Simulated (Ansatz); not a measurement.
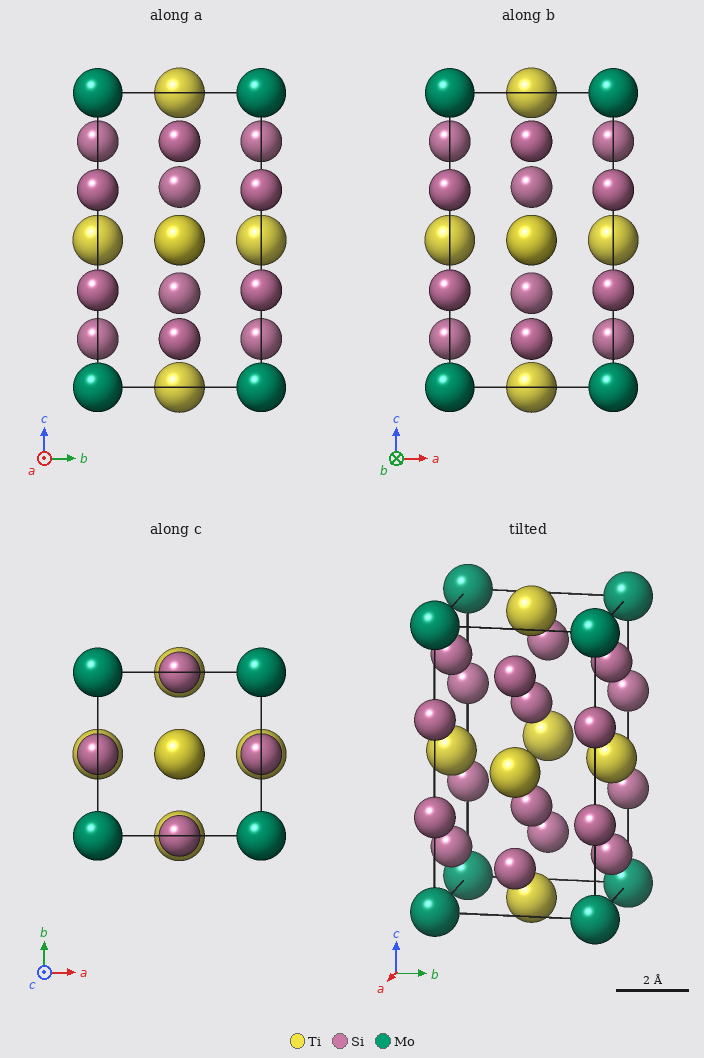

Drawn in the spheres-only manner and seen along the a axis, along the b axis, along the c axis and slightly off an axis. One conventional unit cell is framed, with atoms on its boundary repeated.

Lattice parameters: a = 4.547 Å, b = 4.547 Å, c = 8.190 Å, α = 90.00°, β = 90.00°, γ = 90.00°.

Give the structure in the form of a table of Wyckoff sites, with free fractional coordinates to two decimals.

Space group P4/mmm (No. 123).
| atom | site | x | y | z |
| --- | --- | --- | --- | --- |
| Ti | 2e | 0.00 | 0.50 | 0.50 |
| Ti | 1c | 0.50 | 0.50 | 0.00 |
| Si | 2g | 0.00 | 0.00 | 0.67 |
| Si | 4i | 0.00 | 0.50 | 0.16 |
| Si | 2h | 0.50 | 0.50 | 0.68 |
| Mo | 1a | 0.00 | 0.00 | 0.00 |

It goes back to a structure type filled with these elements by a generator (whether the compound takes this form wasn't checked). Earlier steps of the study may have refined or changed the cell and positions. An electronic-structure calculation with Ansatz was run on it.
